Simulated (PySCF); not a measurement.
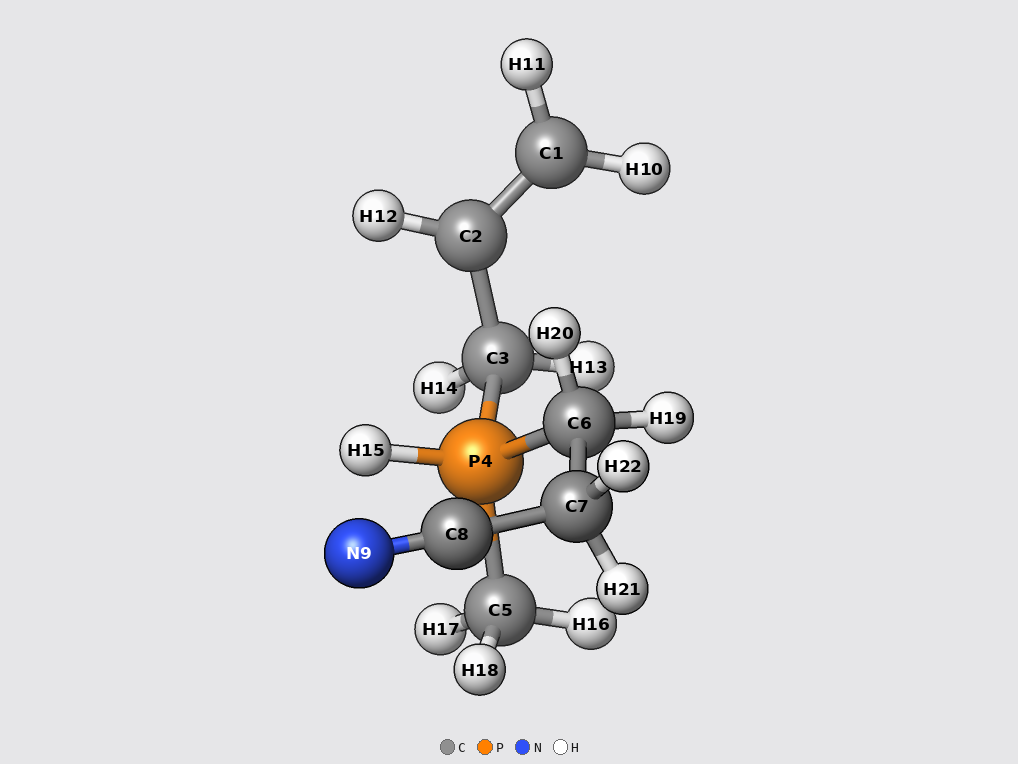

The species has charge +1 and is a spin singlet. The computed structure is the end point of a PBE0-D3(BJ)/def2-SVP optimisation. No frequency run is at hand to confirm it as a minimum. Method: GIAO PBE0/pcSseg-1 NMR shielding, non-relativistic, gas phase (PySCF 2.14.0), and the same with a continuum solvent (IEF-PCM, Bondi radii x 1.2, gas-phase geometry).

How do HOMO–LUMO gap (eV), σ(N9) (ppm), σ(C8) (ppm), σ(C2) (ppm) change in tetrahydrofuran (ε = 7.4), acetone (ε = 20.5)?

```json
{"medium": "gas phase", "HOMO–LUMO gap (eV)": "7.42", "σ(N9) (ppm)": "−60.8", "σ(C8) (ppm)": "65.1", "σ(C2) (ppm)": "57.8"}
{"medium": "tetrahydrofuran", "HOMO–LUMO gap (eV)": "7.51", "σ(N9) (ppm)": "−34.0", "σ(C8) (ppm)": "58.7", "σ(C2) (ppm)": "51.6"}
{"medium": "acetone", "HOMO–LUMO gap (eV)": "7.52", "σ(N9) (ppm)": "−30.1", "σ(C8) (ppm)": "57.6", "σ(C2) (ppm)": "50.5"}
```
